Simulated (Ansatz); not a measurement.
## Geometry relaxation, with input and output: K₁₆H (part 2 of 2)

The same run, continued: K₁₆H (defect cell, 17 atoms in the cell); DFT PBEsol, scalar-relativistic, plane waves, PAW, no spin polarisation (Ansatz 0.2.0); cutoff 420 eV, 2×2×2 k-mesh, Fermi–Dirac smearing of 0.1 eV. It belongs to a series of runs on one base structure; here: end point A relaxed.

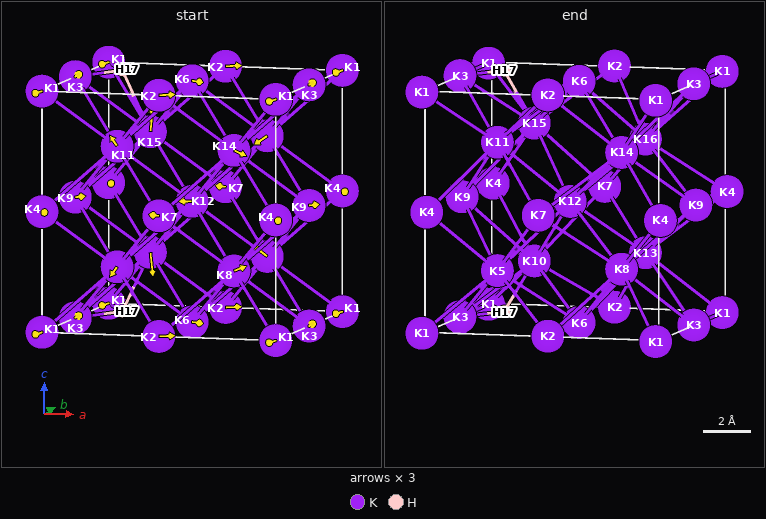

*Before (left) and after (right) the relaxation, at one scale (ball-and-stick view of the cell of the calculation, seen slightly off an axis). The yellow arrows give the displacements, magnified 3 times.*

The energy falls by 9.8 meV per atom in 6 geometry steps. Largest force component: 0.21 eV/Å at the start, 0.016 eV/Å at the end. The largest moves, 0.37 Å, are those of K3, K10 and K15. By element the largest moves are K 0.37 Å, H 0.06 Å. The cell stays as it was. Among the contacts that change: K10–K15 5.230 → 4.485 Å, K1–K10 4.529 → 4.161 Å, K3–H17 2.973 → 2.610 Å, K1–H17 2.913 → 2.614 Å. Among the angles that change: K10–H17–K15 128.4° → 117.8°, K1–H17–K3 125.4° → 118.5°, K3–H17–K10 101.0° → 105.4°. (Atoms are counted from 1 in the order of the input.)

```
SCF converged after 7 iterations
Free energy (F): -24272.167735 eV
Harris-Foulkes:  -24272.167735 eV  (|F-HF|=1.00e-8)
Internal energy: -24271.650288 eV  (E = F + TS)
E sigma→0 (E₀):  -24271.909011 eV
Entropy (-TS):   -0.517448 eV (-30.438 meV/atom)
Fermi energy:    1.742258 eV
--- Per-component energies (eV) ---
  E_band       = -2260.680116
  E_kinetic    = 4046.136024
  E_local      = -12047.941025  (includes V_loc(G=0)·N_el)
  E_nonlocal   = 221.945506
  E_hartree    = 4294.861183
  E_xc         = -2121.358012
  E_vxc        = -2599.487114  (∫ρ·V_xc dr)
  E_paw        = -12189.327241  (= ΣΔE_a)
  E_vpaw       = -471.057116  (= ΣTr[D̂ρ^β])
  E_aug_tail   = -0.001117  (compensation charges beyond the density's cutoff)
  E_ewald      = -6477.691769
  E_core_change = 1.726163  (= ΣΔE_core)
  E_smearing   = -0.517448  (= −TS)
  E_closure    = 0.000000  (closes the sum)
  Σ components = -24272.167735   (vs F -24272.167735, Δ=0.00e0)
--- Forces (eV/Å), atoms counted from 1 ---
  atom   1  K     -0.00238545     0.01325597     0.00032599
  atom   2  K     -0.00210577    -0.00028229    -0.00000093
  atom   3  K     -0.00536330    -0.01603813     0.00030607
  atom   4  K      0.00258013     0.00207193    -0.00002735
  atom   5  K     -0.00179884     0.00040183     0.00248541
  atom   6  K     -0.00098574    -0.00135226    -0.00000922
  atom   7  K      0.00327630     0.00744923    -0.00005751
  atom   8  K     -0.00384887     0.00025704     0.01087312
  atom   9  K      0.00220364    -0.00270167    -0.00002611
  atom  10  K      0.00063453     0.00125268     0.01423050
  atom  11  K     -0.00181979     0.00040291    -0.00251839
  atom  12  K      0.00352472    -0.00788275    -0.00006019
  atom  13  K      0.00144694    -0.00041597     0.00102011
  atom  14  K     -0.00384558     0.00025764    -0.01092665
  atom  15  K      0.00003559     0.00124096    -0.01223893
  atom  16  K      0.00147004    -0.00042477    -0.00103768
  atom  17  H      0.00697799     0.00250684    -0.00233826
  max |Σ_I F_I| component: 3.47e-6 eV/Å
--- Relaxed structure (7 steps of the walk, 7 accepted, 0 SCFs on fresh bases) ---
  F+E_penalty+E_count = -24272.16773534 eV   max|allowed force component| = 1.604e-2 eV/Å
  atoms:
    - { symbol: K, position: [-0.003238388530896186, -0.03519892067079246, 1.8453599049138293e-6] }
    - { symbol: K, position: [0.5211713922055319, 0.01506829441572351, 4.261219679321938e-5] }
    - { symbol: K, position: [-0.00308440841339826, 0.5354903810502623, 5.52204138229605e-6] }
    - { symbol: K, position: [0.011708811066396162, -0.015821079080584336, 0.5000707794839702] }
    - { symbol: K, position: [0.23847998909666612, 0.2500841904438648, 0.23396654207606482] }
    - { symbol: K, position: [0.5210623779297615, 0.4856723506796133, 4.4518183115193964e-5] }
    - { symbol: K, position: [0.481376099872923, 0.009537743480771025, 0.50006431182238] }
    - { symbol: K, position: [0.7697191550057989, 0.2502196750396348, 0.2581861787476236] }
    - { symbol: K, position: [0.01172045756203632, 0.516315698639411, 0.5000707766810685] }
    - { symbol: K, position: [0.2539075804501032, 0.7499861307591215, 0.21444524376065013] }
    - { symbol: K, position: [0.23849888184352475, 0.2500849703772928, 0.7661434362354554] }
    - { symbol: K, position: [0.48138464901659117, 0.4909152962632043, 0.5000652262759051] }
    - { symbol: K, position: [0.7291991020752351, 0.7503374146394834, 0.2643784548181155] }
    - { symbol: K, position: [0.7697065170458558, 0.2502208368250674, 0.74192147302354] }
    - { symbol: K, position: [0.25384518649760074, 0.7499872878506376, 0.7856255259562843] }
    - { symbol: K, position: [0.7291565475875742, 0.7503384121456504, 0.7357036206802906] }
    - { symbol: H, position: [0.12446704968869592, 0.749970517141639, 0.000231832657456722] }
```

## Trajectory as extended XYZ (Å, eV, eV/Å), 7 frames, from step=1 to step=7
```
17
Lattice="10.4600 0.0000 0.0000 0.0000 10.4600 0.0000 0.0000 0.0000 10.4600" Properties=species:S:1:pos:R:3:forces:R:3 step=1 energy=-24272.00194
K     0.0000    0.0000    0.0000    0.1157  -0.2086   0.0009
K     5.2300    0.0000    0.0000    0.0037  -0.0050  -0.0001
K     0.0000    5.2300    0.0000    0.1152   0.2129   0.0008
K     0.0000    0.0000    5.2300   -0.0082   0.0070   0.0003
K     2.6150    2.6150    2.6150    0.0079   0.0010   0.0068
K     5.2300    5.2300    0.0000    0.0057   0.0034  -0.0001
K     5.2300    0.0000    5.2300    0.0024   0.0090   0.0001
K     7.8450    2.6150    2.6150   -0.0021   0.0003   0.0090
K     0.0000    5.2300    5.2300   -0.0082  -0.0069   0.0003
K     2.6150    7.8450    2.6150   -0.1083   0.0028  -0.2093
K     2.6150    2.6150    7.8450    0.0079   0.0010  -0.0068
K     5.2300    5.2300    5.2300    0.0024  -0.0089   0.0001
K     7.8450    7.8450    2.6150   -0.0075  -0.0002  -0.0025
K     7.8450    2.6150    7.8450   -0.0021   0.0003  -0.0090
K     2.6150    7.8450    7.8450   -0.1085   0.0028   0.2114
K     7.8450    7.8450    7.8450   -0.0080  -0.0002   0.0020
H     1.3502    7.8786    0.0101   -0.0078  -0.0108  -0.0042
17
Lattice="10.4600 0.0000 0.0000 0.0000 10.4600 0.0000 0.0000 0.0000 10.4600" Properties=species:S:1:pos:R:3:forces:R:3 step=2 energy=-24272.05551
K     0.0308   -0.0540    0.0001    0.0923  -0.1729   0.0007
K     5.2396    0.0012    0.0000    0.0064  -0.0014   0.0000
K     0.0301    5.2832    0.0001    0.0942   0.1814   0.0007
K    -0.0021   -0.0028    5.2302   -0.0044   0.0028   0.0002
K     2.6169    2.6155    2.6121    0.0041   0.0008   0.0027
K     5.2402    5.2285    0.0000    0.0079   0.0003   0.0000
K     5.2184   -0.0032    5.2300   -0.0016   0.0052   0.0001
K     7.8567    2.6150    2.6113    0.0018   0.0002   0.0051
K    -0.0022    5.2333    5.2302   -0.0044  -0.0027   0.0002
K     2.5853    7.8455    2.5620   -0.0849   0.0023  -0.1722
K     2.6170    2.6155    7.8481    0.0041   0.0008  -0.0026
K     5.2184    5.2337    5.2300   -0.0015  -0.0051   0.0001
K     7.8342    7.8450    2.6168   -0.0095  -0.0001   0.0005
K     7.8567    2.6150    7.8489    0.0018   0.0002  -0.0050
K     2.5855    7.8455    7.8978   -0.0859   0.0024   0.1757
K     7.8340    7.8450    7.8431   -0.0099  -0.0002  -0.0008
H     1.3505    7.8766    0.0094   -0.0105  -0.0140  -0.0052
17
Lattice="10.4600 0.0000 0.0000 0.0000 10.4600 0.0000 0.0000 0.0000 10.4600" Properties=species:S:1:pos:R:3:forces:R:3 step=3 energy=-24272.14427
K     0.1087   -0.2171    0.0000    0.0008  -0.0294   0.0006
K     5.2690    0.0102    0.0003    0.0146   0.0076   0.0001
K     0.1141    5.4589    0.0000   -0.0020   0.0269   0.0006
K     0.0000   -0.0156    5.2307    0.0055  -0.0099   0.0000
K     2.6148    2.6173    2.5985   -0.0059   0.0000  -0.0101
K     5.2722    5.2192    0.0003    0.0141  -0.0069   0.0001
K     5.1857   -0.0110    5.2305   -0.0128  -0.0018   0.0001
K     7.8915    2.6163    2.6005    0.0134   0.0002  -0.0031
K    -0.0002    5.2478    5.2307    0.0053   0.0100   0.0000
K     2.5129    7.8453    2.4062    0.0039   0.0017  -0.0271
K     2.6148    2.6173    7.8622   -0.0058   0.0000   0.0101
K     5.1861    5.2429    5.2305   -0.0127   0.0021   0.0001
K     7.8018    7.8457    2.6276   -0.0150   0.0002   0.0077
K     7.8914    2.6163    7.8601    0.0134   0.0002   0.0032
K     2.5107    7.8454    8.0583    0.0058   0.0017   0.0242
K     7.8009    7.8457    7.8324   -0.0148   0.0002  -0.0074
H     1.3358    7.8539    0.0013   -0.0077  -0.0028   0.0011
17
Lattice="10.4600 0.0000 0.0000 0.0000 10.4600 0.0000 0.0000 0.0000 10.4600" Properties=species:S:1:pos:R:3:forces:R:3 step=4 energy=-24272.14427
K     0.1087   -0.2171    0.0000    0.0008  -0.0294   0.0006
K     5.2690    0.0102    0.0003    0.0146   0.0076   0.0001
K     0.1141    5.4589    0.0000   -0.0021   0.0269   0.0006
K     0.0000   -0.0156    5.2307    0.0055  -0.0099   0.0000
K     2.6148    2.6173    2.5985   -0.0059   0.0000  -0.0101
K     5.2722    5.2192    0.0003    0.0141  -0.0069   0.0001
K     5.1857   -0.0110    5.2305   -0.0128  -0.0018   0.0001
K     7.8915    2.6163    2.6005    0.0134   0.0002  -0.0031
K    -0.0002    5.2478    5.2307    0.0053   0.0100   0.0000
K     2.5129    7.8453    2.4062    0.0039   0.0017  -0.0271
K     2.6148    2.6173    7.8622   -0.0058   0.0000   0.0101
K     5.1861    5.2429    5.2305   -0.0127   0.0021   0.0001
K     7.8018    7.8457    2.6276   -0.0150   0.0002   0.0077
K     7.8914    2.6163    7.8601    0.0134   0.0002   0.0032
K     2.5107    7.8454    8.0583    0.0058   0.0017   0.0242
K     7.8009    7.8457    7.8324   -0.0148   0.0002  -0.0074
H     1.3358    7.8539    0.0013   -0.0077  -0.0028   0.0011
17
Lattice="10.4600 0.0000 0.0000 0.0000 10.4600 0.0000 0.0000 0.0000 10.4600" Properties=species:S:1:pos:R:3:forces:R:3 step=5 energy=-24272.14926
K     0.1110   -0.2630    0.0009   -0.0221   0.0117  -0.0002
K     5.2905    0.0225    0.0003    0.0141   0.0092   0.0001
K     0.1129    5.5011    0.0010   -0.0240  -0.0149  -0.0002
K     0.0086   -0.0300    5.2308    0.0074  -0.0111  -0.0001
K     2.6063    2.6179    2.5833   -0.0079  -0.0003  -0.0113
K     5.2925    5.2085    0.0003    0.0135  -0.0083   0.0001
K     5.1669   -0.0071    5.2303   -0.0120   0.0005   0.0000
K     7.9125    2.6164    2.6016    0.0126   0.0001  -0.0009
K     0.0083    5.2633    5.2308    0.0074   0.0113  -0.0001
K     2.5142    7.8470    2.3659    0.0226   0.0002   0.0082
K     2.6063    2.6179    7.8777   -0.0079  -0.0003   0.0114
K     5.1672    5.2404    5.2303   -0.0120  -0.0004   0.0000
K     7.7803    7.8461    2.6400   -0.0137   0.0003   0.0089
K     7.9125    2.6164    7.8594    0.0126   0.0001   0.0010
K     2.5145    7.8470    8.0954    0.0217   0.0002  -0.0068
K     7.7801    7.8461    7.8205   -0.0136   0.0003  -0.0086
H     1.3255    7.8482    0.0019    0.0013   0.0013  -0.0015
17
Lattice="10.4600 0.0000 0.0000 0.0000 10.4600 0.0000 0.0000 0.0000 10.4600" Properties=species:S:1:pos:R:3:forces:R:3 step=6 energy=-24272.15669
K     0.0828   -0.2950    0.0008   -0.0242   0.0197  -0.0002
K     5.3335    0.0510    0.0004    0.0085   0.0092   0.0000
K     0.0795    5.5256    0.0008   -0.0211  -0.0161  -0.0001
K     0.0303   -0.0627    5.2307    0.0077  -0.0081   0.0000
K     2.5843    2.6176    2.5497   -0.0076  -0.0003  -0.0080
K     5.3335    5.1828    0.0004    0.0083  -0.0088   0.0000
K     5.1307    0.0077    5.2303   -0.0064   0.0073   0.0000
K     7.9513    2.6165    2.6120    0.0065  -0.0001   0.0069
K     0.0300    5.2971    5.2307    0.0078   0.0082   0.0000
K     2.5459    7.8484    2.3314    0.0206  -0.0012   0.0151
K     2.5842    2.6176    7.9115   -0.0075  -0.0003   0.0080
K     5.1308    5.2271    5.2303   -0.0064  -0.0073   0.0000
K     7.7384    7.8469    2.6672   -0.0072   0.0001   0.0079
K     7.9513    2.6165    7.8492    0.0064  -0.0001  -0.0069
K     2.5467    7.8483    8.1285    0.0187  -0.0012  -0.0116
K     7.7385    7.8469    7.7937   -0.0073   0.0001  -0.0079
H     1.3186    7.8460    0.0025    0.0033  -0.0013  -0.0032
17
Lattice="10.4600 0.0000 0.0000 0.0000 10.4600 0.0000 0.0000 0.0000 10.4600" Properties=species:S:1:pos:R:3:forces:R:3 step=7 energy=-24272.16773
K    -0.0339   -0.3682    0.0000   -0.0024   0.0133   0.0003
K     5.4515    0.1576    0.0004   -0.0021  -0.0003   0.0000
K    -0.0323    5.6012    0.0001   -0.0054  -0.0160   0.0003
K     0.1225   -0.1655    5.2307    0.0026   0.0021   0.0000
K     2.4945    2.6159    2.4473   -0.0018   0.0004   0.0025
K     5.4503    5.0801    0.0005   -0.0010  -0.0014   0.0000
K     5.0352    0.0998    5.2307    0.0033   0.0074  -0.0001
K     8.0513    2.6173    2.7006   -0.0038   0.0003   0.0109
K     0.1226    5.4007    5.2307    0.0022  -0.0027   0.0000
K     2.6559    7.8449    2.2431    0.0006   0.0013   0.0142
K     2.4947    2.6159    8.0139   -0.0018   0.0004  -0.0025
K     5.0353    5.1350    5.2307    0.0035  -0.0079  -0.0001
K     7.6274    7.8485    2.7654    0.0014  -0.0004   0.0010
K     8.0511    2.6173    7.7605   -0.0038   0.0003  -0.0109
K     2.6552    7.8449    8.2176    0.0000   0.0012  -0.0122
K     7.6270    7.8485    7.6955    0.0015  -0.0004  -0.0010
H     1.3019    7.8447    0.0024    0.0070   0.0025  -0.0023
```

The run was set up as follows.

## Input
```yaml
crystal:
  lattice:
    - [10.46, 0.0, 0.0]
    - [0.0, 10.46, 0.0]
    - [0.0, 0.0, 10.46]
  atoms:
    - { symbol: K, position: [0.0, 0.0, 0.0] }
    - { symbol: K, position: [0.5, 0.0, 0.0] }
    - { symbol: K, position: [0.0, 0.5, 0.0] }
    - { symbol: K, position: [0.0, 0.0, 0.5] }
    - { symbol: K, position: [0.25, 0.25, 0.25] }
    - { symbol: K, position: [0.5, 0.5, 0.0] }
    - { symbol: K, position: [0.5, 0.0, 0.5] }
    - { symbol: K, position: [0.75, 0.25, 0.25] }
    - { symbol: K, position: [0.0, 0.5, 0.5] }
    - { symbol: K, position: [0.25, 0.75, 0.25] }
    - { symbol: K, position: [0.25, 0.25, 0.75] }
    - { symbol: K, position: [0.5, 0.5, 0.5] }
    - { symbol: K, position: [0.75, 0.75, 0.25] }
    - { symbol: K, position: [0.75, 0.25, 0.75] }
    - { symbol: K, position: [0.25, 0.75, 0.75] }
    - { symbol: K, position: [0.75, 0.75, 0.75] }
    - { symbol: H, position: [0.129081, 0.7532092, 0.0009679] }
basis:
  ecutwfc: 420.0
kpoints:
  mp_grid: { grid: [2, 2, 2] }
hamiltonian:
  xc: pbesol
scf:
  occupations: { method: fermi_dirac, width: 0.1 }
  lower_state_search: "off"
relax:
  f_tol: 0.03
  max_steps: 60
  adjacent_minimum: "off"
```

Run as:
```bash
ansatz run input.yaml --threads 4 --pin off --max-ram 10240MiB --backend cpu --events-out ev --progress --plain --runs-dir out
```

## Key numbers

| quantity | value |
| --- | --- |
| outcome | converged |
| electrons treated | 145 |
| free energy | −24272.1677 eV |
| Fermi energy | 1.742 eV |
| final volume | 1144.45 Å³ |
| largest force (length of the vector) at the end | 0.017 eV/Å |
| hardware | 4 threads of Intel Xeon (Granite Rapids), 16 GiB of memory available, shared host |
| wall time | 27 s (CPU time 1.7 min) |
| peak memory | 2.5 GiB |
